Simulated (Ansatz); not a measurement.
One stationary structure of Rh. Space group Fm-3m (No. 225), fcc (Cu type). All values below come from PBE (plane waves to 420 eV, PAW, scalar-relativistic; Ansatz, a program for electronic structure).

```cif
data_Rh4
_chemical_formula_sum 'Rh4'
_space_group_name_H-M_alt 'Fm-3m'
_space_group_IT_number 225
_space_group_name_Hall '-F 4 2 3'
_cell_length_a 3.83006
_cell_length_b 3.83006
_cell_length_c 3.83006
_cell_angle_alpha 90.000
_cell_angle_beta 90.000
_cell_angle_gamma 90.000
loop_
_atom_site_label
_atom_site_type_symbol
_atom_site_symmetry_multiplicity
_atom_site_Wyckoff_symbol
_atom_site_fract_x
_atom_site_fract_y
_atom_site_fract_z
_atom_site_occupancy
Rh1 Rh 4 a 0.00000 0.00000 0.00000 1
```
(The calculation used a cell of 1 atom; values per cell refer to that cell.)

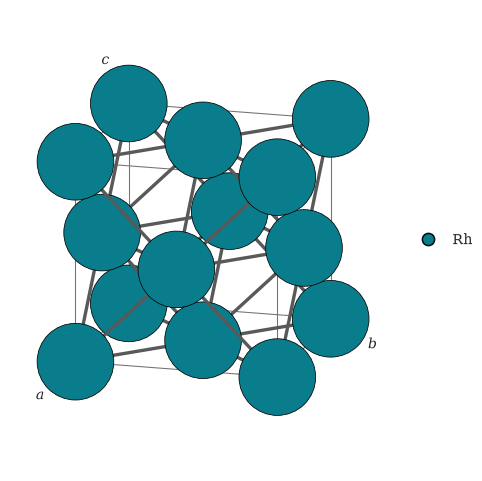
Figure. The conventional cell of the relaxed structure

```yaml
volume_per_atom: 14.05 Å³
band_gap: no gap (metallic)
shortest_distances: Rh–Rh 2.71 Å
k-mesh: 21×21×21
```

No spin polarisation in the result.

Measured for Rh: a 3.794 Å (static lattice; corrected from measurement; as listed in Daniel Mejia-Rodriguez, S. B. Trickey, Phys. Rev. B (2018)). Computed minus measured — a: PBE +1.0 %. The computed values are for a static lattice.

It was reached from a disturbed copy of a Fd-3m (No. 227) cell (diamond type), against which it lies -1.11 eV/atom.
